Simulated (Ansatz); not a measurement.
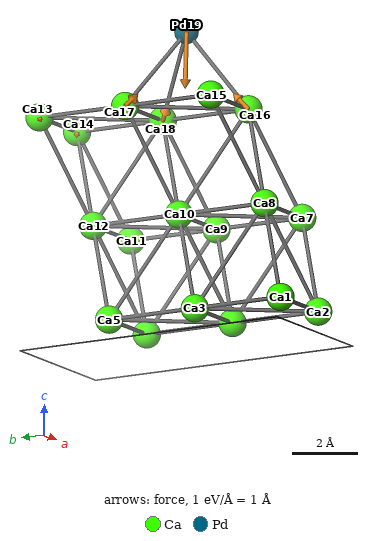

Starting geometry of a slab of composition Ca18Pd with the computed forces as orange arrows. The picture is a ball-and-stick view of the cell of the calculation, outlined in the plane, without the vacuum (origin shifted), seen from a free direction.

It is Pd on Ca(111), set down by a guess. The run prepares an end point of a later path (adatom hop) calculation, from a guessed geometry. 6 atoms are held fixed.

Level of theory: Ansatz, DFT PBE-D3(BJ), scalar-relativistic, plane waves, PAW. Set-up: plane-wave cutoff 420 eV; k-point mesh 3 × 2 × 1; occupations fermi dirac; smearing width 0.1 eV; no spin polarisation; atoms relaxed in a fixed cell; force threshold 0.03 eV/Å; at most 60 steps.

Question: What follows when this structure is relaxed?

Answer: It isn't relaxed: the largest force vector, on the Pd atom, is 1.81 eV/Å. The final displacements follow the starting forces only in part (cosine between the two patterns 0.60). After 7 accepted moves (8 points after the start) the energy has fallen by 1.336 eV per cell of the calculation. The largest force component goes from 1.8 to 0.03 eV/Å. 1 step only repeated the SCF at the same geometry. The Pd atom moves most: 1.24 Å at 11° to the normal (−c side). By element the largest moves are Pd 1.24 Å, Ca 0.41 Å. The lattice vectors keep their values. Some distances before and after: Ca–Pd 3.485 → 2.739 Å, Ca–Pd 3.227 → 2.740 Å, Ca–Ca 3.946 → 3.773 Å, Ca–Ca 3.946 → 3.805 Å. Bond angles that change, for instance: Ca–Pd–Ca 69.0° → 89.2°, Ca–Pd–Ca 71.9° → 89.7°. Cost: 2.1 min on 4 threads of Intel(R) Xeon(R) Platinum 8259CL CPU @ 2.50GHz (Skylake/Cascade Lake) (shared host), peak memory 3.1 GiB.

Limits of the set-up: the periodic images lie only 7.9 Å apart, so the values are limited by the cell's size.
